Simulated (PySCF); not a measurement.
H2O2S2, SMILES `S.O=S=O`.

PySCF calculation, B3LYP/def2-SVP, gas phase; geometry: GFN2-xTB. The pair's geometry is semi-empirical, so its contact may be too short or too long. GFN2-xTB bond lengths at metals and heavier atoms can be off by up to 0.1 Å and shapes distorted, which carries into these values. Without diffuse functions Rydberg states are missing, so the states' numbers hold for this basis only.

The calculation's input:

```python
import numpy as np
from pyscf import gto, scf, dft, tdscf
from pyscf.scf import atom_ks, atom_hf
from scipy.linalg import block_diag

def solve(mol, dm0=None, hcore=None):
    mf = (dft.UKS if mol.spin else dft.RKS)(mol, xc='b3lyp')
    mf.grids.level = 3
    mf = mf.density_fit(auxbasis='def2-universal-jkfit')
    mf.conv_tol, mf.max_cycle = 1e-8, 80
    if hcore is not None:
        mf.get_hcore = lambda *args: hcore
    mf.kernel(dm0)
    if not mf.converged:
        mf = mf.newton().run(mf.mo_coeff, mf.mo_occ, max_cycle=30)
    assert mf.converged, 'SCF not converged'
    return mf

mol = gto.M(atom='''
S      2.75328    -0.01076    -0.16674
H      1.53035    -0.01366     0.35329
H      3.12948    -1.05295     0.56080
O     -0.40276     0.05797     0.67038
S     -1.56036     0.37091    -0.12748
O     -2.56556    -0.64494    -0.19619
''', basis='def2-svp', charge=0, spin=0, verbose=4)
mf = solve(mol)
td = mf.TDA()
td.nstates, td.singlet, td.conv_tol = 5, True, 1e-5
td.kernel()
td.analyze()
x, y = np.array([p[0] for p in td.xy]), np.array([p[1] + 0 * p[0] for p in td.xy])
f, mu = td.oscillator_strength(), td.transition_dipole()
nto = [td.get_nto(state=i + 1, verbose=4) for i in range(len(td.e))]
# spherically averaged free atoms, for the promolecule
atm = atom_ks.get_atm_nrks(mol, xc='b3lyp')
pro = block_diag(*[(atm[a[0]][2] * atm[a[0]][3]) @ atm[a[0]][2].T for a in mol._atom])
np.savez('result.npz', e=td.e, f=f, ok=td.converged, w=[n[0] for n in nto], nto=[n[1] for n in nto], x=x, y=y, c=mf.mo_coeff, occ=mf.mo_occ, eps=mf.mo_energy, pro=pro, mu=mu)
```

Launched as:

```sh
OMP_NUM_THREADS=1 python input.py
```

The run took 60 s on 1 thread of Arm Neoverse V1, on a shared host, peak memory 0.44 GiB.

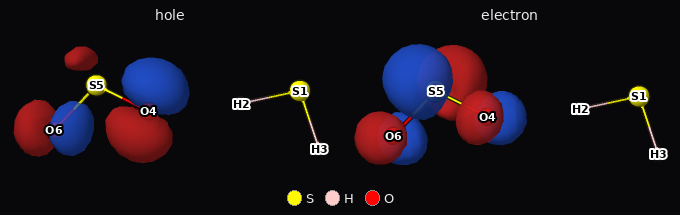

Leading natural transition orbital pair of S₃ (TDA singlet states); the surfaces enclose about 70 % of each orbital's density.

Give its energy and the atoms that hole and electron lie on.

Answer. 4.29 eV (289 nm), f = 0.006; the leading pair carries 100 %; hole on O4 (57 %), O6 (22 %) and S5 (15 %), electron on S5 (51 %), O6 (24 %) and O4 (23 %); their centroids lie 0.7 Å apart. In canonical orbitals it is mainly HOMO−3 → LUMO (59 %). The HOMO–LUMO gap is 2.73 eV.
